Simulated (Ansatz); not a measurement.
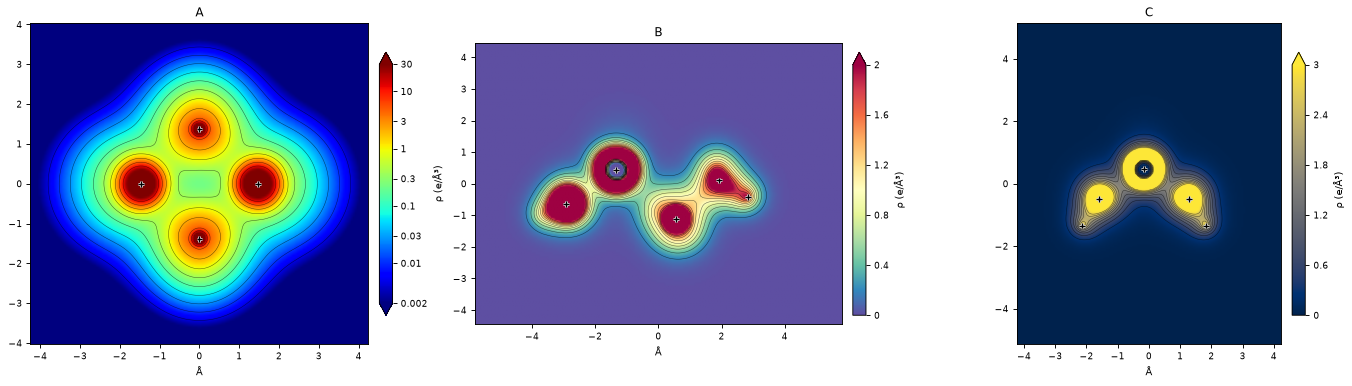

The electron density of 3 systems, each on a plane through atoms (crosses mark nuclei in the plane).

Computed with RKS PBE0-D4/def2-TZVPP (Ansatz 0.2.0).

System 1: Ga2H8N2 (SMILES [NH2+]1[GaH2-][NH2+][GaH2-]1), the plane of atoms N1, Ga4 and N3. Geometry: PBE0-D4/def2-TZVP.

```xyz
12

N    -1.2527    0.4797   -0.3328
Ga   -0.3772    0.0004    1.4204
N     1.2545   -0.4745    0.3332
Ga    0.3756   -0.0048   -1.4208
H    -2.0724   -0.0737   -0.5489
H    -1.5224    1.4527   -0.4061
H    -1.0273   -1.3100    1.9902
H    -0.0983    1.3078    2.2436
H     1.5317   -1.4453    0.4085
H     2.0700    0.0856    0.5483
H     1.0267    1.2999   -2.0025
H     0.0917   -1.3179   -2.2332
```

System 2: CH7MoN3O (SMILES C[O][Mo](=[NH])(=[NH])[NH2]), the plane of atoms Mo3, N5 and H11. Geometry: PBE0-D4/def2-TZVP; core potentials replace the inner electrons of Mo.

```xyz
13

C    -0.1183   -1.9144    1.2217
O     0.7364   -1.0268    0.5520
Mo    0.2640    0.4551   -0.5116
N     1.6072    0.8106   -1.5444
N    -1.1981    0.0875   -1.3646
N    -0.0976    2.0295    0.5651
H     0.4432   -2.8180    1.4784
H    -0.9739   -2.1953    0.5970
H    -0.4966   -1.4689    2.1493
H     2.0644    0.9542   -2.4333
H    -1.7642   -0.0543   -2.1896
H    -1.0306    2.3520    0.7683
H     0.5846    2.7539    0.7265
```

System 3: CH6HfO3S (SMILES C[S][Hf]([OH])([OH])[OH]), the plane of atoms C1, S2 and Hf3. Geometry: PBE0-D4/def2-TZVP; core potentials replace the inner electrons of Hf.

```xyz
12

C    -2.0138    0.1298    1.0201
S    -1.3699   -1.2414   -0.0003
Hf    0.8188   -0.2632   -0.5472
O     1.7588    0.0377    1.1100
O     1.6989   -1.5448   -1.6727
O     0.5185    1.4343   -1.4042
H    -2.9330   -0.2168    1.4923
H    -1.3116    0.4112    1.8062
H    -2.2434    0.9997    0.4050
H     2.3658   -0.1946    1.8053
H     2.1283   -1.9190   -2.4351
H     0.5827    2.3670   -1.5793
```

Q: Match each panel to its system.

A: Panel A is system 1, Ga2H8N2: the plane holds N and Ga. Ga–N (2.02 Å): the density is about 0.62 e/Å³ at the midpoint. Panel B is system 3, CH6HfO3S: the plane holds C, S, Hf, O and H. C–S (1.83 Å): ρ is about 1.2 e/Å³ halfway. Panel C is system 2, CH7MoN3O: the plane holds Mo, N and H. Mo–N (1.73 Å): ρ is about 1.7 e/Å³ halfway.
